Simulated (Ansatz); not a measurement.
## Si$_{2}$NH$_{6}$: geometry relaxation

System: Si$_{2}$NH$_{6}$, multiplicity 2.
Method: HF/6-31G*, UHF (Ansatz 0.2.0).

The geometry comes from this level: PBE0-D4/def2-TZVP. Figures and captions count atoms from 1; the log counts them from 0 in places.

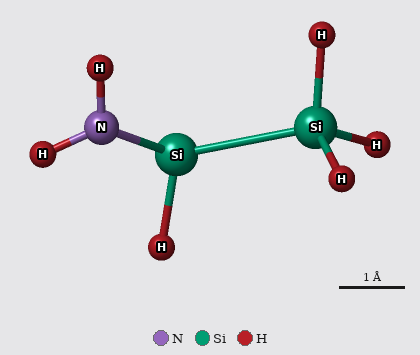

*The starting structure (ball-and-stick view, seen at a tilt).*

Bond lengths as drawn: H–N 1.01 Å, H–Si 1.49 Å, N–Si 1.73 Å and Si–Si 2.34 Å.

## Results in brief

| quantity | value |
| --- | --- |
| outcome | converged |
| total energy | −635.746050 hartree |
| basis functions | 65 |
| largest force | 0.001 eV/Å |
| ⟨S²⟩ | 0.758 |
| SCF solution under orbital rotations | stable |
| HOMO (either spin) | −7.74 eV |
| LUMO (either spin) | 1.76 eV |
| dipole moment | 1.65 D |
| hardware | 1 thread of Arm Neoverse N1, 112 GiB of memory available, shared host |
| wall time | 26 s |
| peak memory | 0.13 GiB |

## Input file
```yaml
crystal:
  periodic: [false, false, false]
  atoms:
    - {symbol: N, position_ang: [-0.800100, 0.840300, -1.401300]}
    - {symbol: Si, position_ang: [-0.412600, 0.902100, 0.278900]}
    - {symbol: Si, position_ang: [0.627800, -1.077000, 0.962500]}
    - {symbol: H, position_ang: [-1.356700, 0.089900, -1.777700]}
    - {symbol: H, position_ang: [-0.920900, 1.689300, -1.930000]}
    - {symbol: H, position_ang: [0.461600, 2.102100, 0.448200]}
    - {symbol: H, position_ang: [1.938500, -1.353900, 0.307200]}
    - {symbol: H, position_ang: [-0.282400, -2.217000, 0.659800]}
    - {symbol: H, position_ang: [0.833300, -1.021900, 2.435300]}
basis:
  gaussian: {orbitals: "6-31G*"}
magnetization: {spin_polarized: true, initial_magnetization: 1}
hamiltonian: {xc: hf}
relax: {f_tol: 0.002}
output: {orbitals: {seedname: orbitals}}
```

Command:
```bash
ansatz run molecule.yaml --threads 1 --pin off --max-ram 3480MiB --events-out events.jsonl --progress --plain --runs-dir runs
```

## Output
```
The last accepted step is kept in runs//last_step.txt (removed where the run ends without a failure and the disk answers)
Functional definition: HF
  name "HF"
  exchange = exact_x
  correlation = 0
710 factors; integrals over basis functions are off by at most 7.5e-4 eV
mean field evaluation 1: about -17297.0547 eV, gradient 2.0e1 eV
mean field evaluation 2: about -17297.1105 eV, gradient 2.0e1 eV
mean field evaluation 4: about -17299.4423 eV, gradient 2.4e0 eV
mean field evaluation 8: about -17299.5147 eV, gradient 2.2e-1 eV
mean field -17299.51637708 eV, -635.7455008245 hartree, gradient 2.0e-5 eV, S^2 0.757669; 0 other end points of the search recorded, 0 dependent functions left out
the calculation of the forces begins
reference -17299.51637708 eV, -635.7455008245 hartree; 21, 20 occupied and 44, 45 virtual orbitals, 710 factors
relax step   1: F+E_penalty+E_count = -17299.51637708 eV  Δ(F+E_penalty+E_count) = +0.000e0 eV  max|allowed force component| = 5.705e-1 eV/Å  Δτ_max = 0.0000 Å  (40 SCF iters, accepted)
these checks for a lower state are left out or cut short: starts, cluster_reference, orbital_swaps, neighbouring_geometries, increment
710 factors; integrals over basis functions are off by at most 7.4e-4 eV
mean field evaluation 16: about -17299.4523 eV, gradient 1.5e-2 eV
mean field -17299.52791751 eV, -635.7459249275 hartree, gradient 2.7e-5 eV, S^2 0.757470; 0 other end points of the search recorded, 0 dependent functions left out
[... from here on the field's lines of each further geometry are left out, up to the last ...]
relax step   2: F+E_penalty+E_count = -17299.52791751 eV  Δ(F+E_penalty+E_count) = -1.154e-2 eV  max|allowed force component| = 1.779e-1 eV/Å  Δτ_max = 0.0626 Å  (35 SCF iters, accepted)
relax step   3: F+E_penalty+E_count = -17299.53068657 eV  Δ(F+E_penalty+E_count) = -2.769e-3 eV  max|allowed force component| = 8.676e-2 eV/Å  Δτ_max = 0.0357 Å  (36 SCF iters, accepted)
relax step   4: F+E_penalty+E_count = -17299.53103322 eV  Δ(F+E_penalty+E_count) = -3.466e-4 eV  max|allowed force component| = 3.845e-2 eV/Å  Δτ_max = 0.0073 Å  (29 SCF iters, accepted)
relax step   5: F+E_penalty+E_count = -17299.53123249 eV  Δ(F+E_penalty+E_count) = -1.993e-4 eV  max|allowed force component| = 1.713e-2 eV/Å  Δτ_max = 0.0133 Å  (30 SCF iters, accepted)
relax step   6: F+E_penalty+E_count = -17299.53127552 eV  Δ(F+E_penalty+E_count) = -4.303e-5 eV  max|allowed force component| = 2.047e-2 eV/Å  Δτ_max = 0.0075 Å  (28 SCF iters, accepted)
relax step   7: F+E_penalty+E_count = -17299.53127489 eV  Δ(F+E_penalty+E_count) = +6.355e-7 eV  max|allowed force component| = 1.826e-2 eV/Å  Δτ_max = 0.0091 Å  (27 SCF iters, rejected (line search))
relax step   8: F+E_penalty+E_count = -17299.53130330 eV  Δ(F+E_penalty+E_count) = -2.777e-5 eV  max|allowed force component| = 9.713e-3 eV/Å  Δτ_max = 0.0045 Å  (28 SCF iters, accepted)
relax step   9: F+E_penalty+E_count = -17299.53129642 eV  Δ(F+E_penalty+E_count) = +6.871e-6 eV  max|allowed force component| = 1.199e-2 eV/Å  Δτ_max = 0.0082 Å  (30 SCF iters, rejected (line search))
relax step  10: F+E_penalty+E_count = -17299.53131417 eV  Δ(F+E_penalty+E_count) = -1.088e-5 eV  max|allowed force component| = 1.893e-3 eV/Å  Δτ_max = 0.0041 Å  (28 SCF iters, accepted)
relax step  11: F+E_penalty+E_count = -17299.53131574 eV  Δ(F+E_penalty+E_count) = -1.568e-6 eV  max|allowed force component| = 2.247e-3 eV/Å  Δτ_max = 0.0031 Å  (24 SCF iters, accepted)
the calculation of the forces begins
reference -17299.53131624 eV, -635.7460498285 hartree; 21, 20 occupied and 44, 45 virtual orbitals, 710 factors
relax step  12: F+E_penalty+E_count = -17299.53131624 eV  Δ(F+E_penalty+E_count) = -5.011e-7 eV  max|allowed force component| = 1.353e-3 eV/Å  Δτ_max = 0.0006 Å  (25 SCF iters, accepted)
```

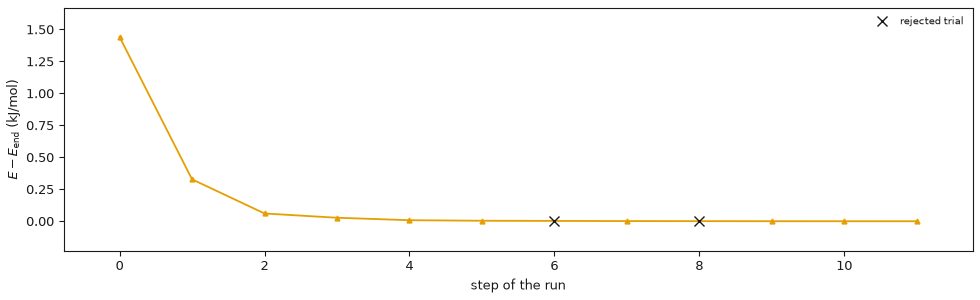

*Progress of the relaxation, step by step (the first geometry is step 0 here and step 1 in the log).*

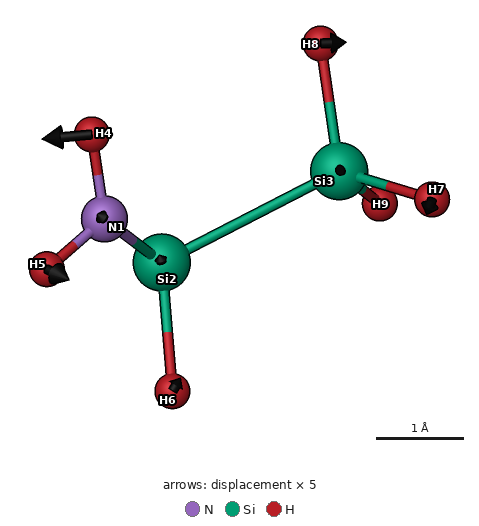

*The starting structure with the displacements as black arrows, magnified 5 times (ball-and-stick view, seen at a tilt). The two geometries are laid on each other by the best rigid fit.*

H4 moves most after the best rigid fit: 0.12 Å. Largest moves by element: H 0.12 Å, N 0.03 Å, Si 0.02 Å. Among the contacts that change: Si2–Si3 2.338 → 2.352 Å, Si2–H6 1.494 → 1.482 Å, N1–H4 1.007 → 0.998 Å, N1–Si2 1.725 → 1.733 Å. Over 11 geometry steps the energy falls by 1.44 kJ/mol. Largest force component: 0.57 eV/Å at the start, 0.0014 eV/Å at the end. The line search rejected the trial steps at points 6, 8 (counted from 0) and went back. (Atoms are counted from 1 in the order of the input.)

```
710 factors; integrals over basis functions are off by at most 7.4e-4 eV
mean field -17299.53131624 eV, -635.7460498285 hartree, gradient 2.5e-5 eV, S^2 0.757544; 1 other end points of the search recorded, 0 dependent functions left out
the calculation of the forces begins
reference -17299.53131624 eV, -635.7460498285 hartree; 21, 20 occupied and 44, 45 virtual orbitals, 710 factors
Total energy: -17299.53131624 eV, -635.7460498285 hartree
Atom 0 at    -0.815831     0.839789    -1.422807 Å, force    -0.000360     0.000337    -0.001007 eV/Å
Atom 1 at    -0.423580     0.889626     0.264663 Å, force    -0.000016     0.000362     0.001353 eV/Å
Atom 2 at     0.629219    -1.088631     0.977321 Å, force    -0.000231    -0.000330    -0.000609 eV/Å
Atom 3 at    -1.453299     0.161021    -1.781973 Å, force     0.000557     0.000543     0.000408 eV/Å
Atom 4 at    -0.852415     1.683742    -1.954802 Å, force    -0.000055    -0.000877     0.000036 eV/Å
Atom 5 at     0.461772     2.064296     0.449011 Å, force    -0.000136    -0.000270    -0.000186 eV/Å
Atom 6 at     1.940387    -1.316338     0.329846 Å, force    -0.000069    -0.000170     0.000377 eV/Å
Atom 7 at    -0.236009    -2.252372     0.681134 Å, force     0.000211     0.000039    -0.000113 eV/Å
Atom 8 at     0.838256    -1.027232     2.440507 Å, force     0.000098     0.000367    -0.000259 eV/Å
Dipole moment:    -0.238315     0.110621    -0.221473 e Å
```

## Trajectory as extended XYZ (Å, eV, eV/Å), 12 frames, from step=1 to step=12
```
9
Properties=species:S:1:pos:R:3:forces:R:3 step=1 energy=-17299.51638
N    -0.8001    0.8403   -1.4013   -0.3405   0.0057  -0.5705
Si   -0.4126    0.9021    0.2789    0.1536   0.3348   0.0832
Si    0.6278   -1.0770    0.9625    0.1177  -0.2776   0.1259
H    -1.3567    0.0899   -1.7777    0.2189   0.3837   0.1422
H    -0.9209    1.6893   -1.9300    0.0341  -0.4082   0.2160
H     0.4616    2.1021    0.4482   -0.1202  -0.1895   0.0311
H     1.9385   -1.3539    0.3072   -0.1986   0.0731   0.1027
H    -0.2824   -2.2170    0.6598    0.1296   0.1179   0.0463
H     0.8333   -1.0219    2.4353    0.0055  -0.0398  -0.1770
9
Properties=species:S:1:pos:R:3:forces:R:3 step=2 energy=-17299.52792
N    -0.8118    0.8473   -1.4236   -0.0649  -0.0637  -0.1779
Si   -0.4071    0.8987    0.2571   -0.0310   0.0899   0.1732
Si    0.6282   -1.0843    0.9822    0.0499  -0.0890  -0.0534
H    -1.4045    0.1286   -1.7894    0.0703   0.1095   0.0540
H    -0.9053    1.6932   -1.9486    0.0183  -0.0771   0.0507
H     0.4639    2.0859    0.4500   -0.0113  -0.0618  -0.0256
H     1.9354   -1.3313    0.3295   -0.0268   0.0022   0.0172
H    -0.2561   -2.2350    0.6790    0.0257   0.0342   0.0053
H     0.8458   -1.0492    2.4467   -0.0301   0.0558  -0.0436
9
Properties=species:S:1:pos:R:3:forces:R:3 step=3 energy=-17299.53069
N    -0.8076    0.8367   -1.4179   -0.0314   0.0128  -0.0868
Si   -0.4194    0.9024    0.2676    0.0203  -0.0462   0.0831
Si    0.6274   -1.0829    0.9738   -0.0091  -0.0020  -0.0064
H    -1.4230    0.1357   -1.7749    0.0186   0.0237   0.0161
H    -0.8737    1.6773   -1.9528    0.0024  -0.0080   0.0019
H     0.4608    2.0799    0.4570    0.0022   0.0021  -0.0202
H     1.9343   -1.3257    0.3228   -0.0030   0.0148  -0.0031
H    -0.2515   -2.2353    0.6710    0.0033   0.0000   0.0061
H     0.8411   -1.0340    2.4362   -0.0033   0.0028   0.0092
9
Properties=species:S:1:pos:R:3:forces:R:3 step=4 energy=-17299.53103
N    -0.8090    0.8380   -1.4195   -0.0097   0.0028  -0.0342
Si   -0.4195    0.8989    0.2673    0.0008  -0.0286   0.0385
Si    0.6276   -1.0849    0.9751   -0.0083   0.0070  -0.0081
H    -1.4277    0.1409   -1.7769    0.0024   0.0054   0.0052
H    -0.8714    1.6795   -1.9529    0.0035   0.0060  -0.0011
H     0.4618    2.0755    0.4544    0.0074   0.0067  -0.0101
H     1.9349   -1.3221    0.3238    0.0032   0.0047  -0.0020
H    -0.2486   -2.2392    0.6739    0.0017  -0.0056   0.0034
H     0.8403   -1.0327    2.4376   -0.0011   0.0017   0.0085
9
Properties=species:S:1:pos:R:3:forces:R:3 step=5 energy=-17299.53123
N    -0.8113    0.8395   -1.4214    0.0046  -0.0058   0.0162
Si   -0.4209    0.8943    0.2670   -0.0124  -0.0036  -0.0171
Si    0.6276   -1.0871    0.9763   -0.0004   0.0064  -0.0005
H    -1.4375    0.1496   -1.7790   -0.0076  -0.0056  -0.0039
H    -0.8648    1.6821   -1.9538    0.0039   0.0101   0.0012
H     0.4630    2.0695    0.4508    0.0074   0.0055   0.0021
H     1.9365   -1.3175    0.3260    0.0052  -0.0024  -0.0011
H    -0.2428   -2.2461    0.6779   -0.0011  -0.0053  -0.0007
H     0.8388   -1.0304    2.4391    0.0004   0.0006   0.0040
9
Properties=species:S:1:pos:R:3:forces:R:3 step=6 energy=-17299.53128
N    -0.8128    0.8397   -1.4221    0.0020  -0.0069   0.0174
Si   -0.4219    0.8927    0.2663   -0.0087   0.0013  -0.0205
Si    0.6278   -1.0877    0.9767    0.0020   0.0036   0.0019
H    -1.4436    0.1539   -1.7796   -0.0042  -0.0027  -0.0035
H    -0.8607    1.6827   -1.9546    0.0032   0.0065   0.0027
H     0.4636    2.0670    0.4499    0.0039   0.0030   0.0025
H     1.9379   -1.3160    0.3276    0.0032  -0.0025  -0.0007
H    -0.2398   -2.2491    0.6789   -0.0013  -0.0028  -0.0011
H     0.8380   -1.0294    2.4397   -0.0002   0.0004   0.0013
9
Properties=species:S:1:pos:R:3:forces:R:3 step=7 energy=-17299.53128 accepted=F
N    -0.8144    0.8375   -1.4223    0.0114   0.0181   0.0140
Si   -0.4230    0.8916    0.2656   -0.0043  -0.0183  -0.0029
Si    0.6288   -1.0876    0.9766   -0.0023   0.0016   0.0055
H    -1.4514    0.1583   -1.7812   -0.0046  -0.0060   0.0020
H    -0.8534    1.6820   -1.9530   -0.0035   0.0044  -0.0134
H     0.4623    2.0662    0.4496    0.0007   0.0022  -0.0053
H     1.9395   -1.3159    0.3287    0.0016   0.0005  -0.0007
H    -0.2377   -2.2500    0.6792   -0.0008  -0.0017  -0.0011
H     0.8378   -1.0282    2.4398    0.0018  -0.0007   0.0020
9
Properties=species:S:1:pos:R:3:forces:R:3 step=8 energy=-17299.53130
N    -0.8145    0.8397   -1.4220    0.0022  -0.0024   0.0080
Si   -0.4225    0.8918    0.2658   -0.0046  -0.0011  -0.0097
Si    0.6283   -1.0879    0.9769    0.0008   0.0020   0.0007
H    -1.4474    0.1563   -1.7803   -0.0022   0.0001  -0.0014
H    -0.8573    1.6829   -1.9547    0.0009   0.0017   0.0015
H     0.4634    2.0660    0.4493    0.0019   0.0019   0.0008
H     1.9390   -1.3159    0.3288    0.0019  -0.0013  -0.0004
H    -0.2382   -2.2502    0.6791   -0.0008  -0.0013  -0.0006
H     0.8377   -1.0288    2.4400    0.0000   0.0004   0.0011
9
Properties=species:S:1:pos:R:3:forces:R:3 step=9 energy=-17299.53130 accepted=F
N    -0.8156    0.8394   -1.4231   -0.0041   0.0010  -0.0046
Si   -0.4237    0.8894    0.2644    0.0120   0.0021   0.0069
Si    0.6303   -1.0881    0.9771   -0.0097  -0.0046  -0.0023
H    -1.4540    0.1610   -1.7813    0.0014  -0.0003  -0.0005
H    -0.8533    1.6835   -1.9548    0.0009   0.0001   0.0001
H     0.4623    2.0636    0.4496   -0.0044   0.0013  -0.0026
H     1.9418   -1.3176    0.3306   -0.0023   0.0034   0.0024
H    -0.2362   -2.2507    0.6797    0.0034  -0.0022   0.0018
H     0.8370   -1.0267    2.4406    0.0029  -0.0007  -0.0012
9
Properties=species:S:1:pos:R:3:forces:R:3 step=10 energy=-17299.53131
N    -0.8151    0.8398   -1.4226    0.0003  -0.0006   0.0008
Si   -0.4230    0.8905    0.2650   -0.0019  -0.0001  -0.0006
Si    0.6288   -1.0884    0.9771    0.0007   0.0002  -0.0002
H    -1.4504    0.1589   -1.7814   -0.0005   0.0003  -0.0002
H    -0.8550    1.6836   -1.9546    0.0005   0.0004   0.0003
H     0.4624    2.0651    0.4493    0.0005   0.0001  -0.0003
H     1.9398   -1.3165    0.3293    0.0005  -0.0004   0.0002
H    -0.2371   -2.2515    0.6805   -0.0002  -0.0002  -0.0003
H     0.8381   -1.0277    2.4402    0.0001   0.0003   0.0003
9
Properties=species:S:1:pos:R:3:forces:R:3 step=11 energy=-17299.53132
N    -0.8157    0.8398   -1.4227   -0.0018   0.0004  -0.0019
Si   -0.4238    0.8898    0.2649    0.0022  -0.0004  -0.0001
Si    0.6291   -1.0886    0.9771    0.0001   0.0002   0.0009
H    -1.4528    0.1607   -1.7818    0.0007   0.0007   0.0002
H    -0.8527    1.6837   -1.9547    0.0000  -0.0009   0.0003
H     0.4619    2.0642    0.4491   -0.0006   0.0002   0.0004
H     1.9403   -1.3165    0.3298   -0.0005   0.0004  -0.0004
H    -0.2361   -2.2524    0.6810    0.0002   0.0000   0.0004
H     0.8383   -1.0268    2.4402   -0.0003  -0.0008   0.0002
9
Properties=species:S:1:pos:R:3:forces:R:3 step=12 energy=-17299.53132
N    -0.8158    0.8398   -1.4228   -0.0004   0.0003  -0.0010
Si   -0.4236    0.8896    0.2647    0.0000   0.0004   0.0014
Si    0.6292   -1.0886    0.9773   -0.0002  -0.0003  -0.0006
H    -1.4533    0.1610   -1.7820    0.0006   0.0005   0.0004
H    -0.8524    1.6837   -1.9548   -0.0001  -0.0009   0.0000
H     0.4618    2.0643    0.4490   -0.0001  -0.0003  -0.0002
H     1.9404   -1.3163    0.3298   -0.0001  -0.0002   0.0004
H    -0.2360   -2.2524    0.6811    0.0002   0.0000  -0.0001
H     0.8383   -1.0272    2.4405    0.0001   0.0004  -0.0003
```

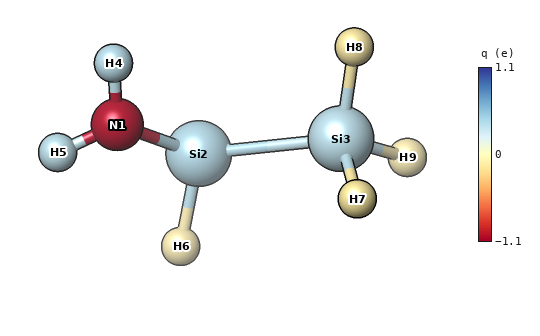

*Mulliken charges, as the colour of each atom (ball-and-stick view, seen at a tilt; atoms are numbered from 1 in the order of the input; Mulliken charges depend strongly on the basis).*

By element: N −1.03, Si +0.38 to +0.45 and H −0.14 to +0.37 e.
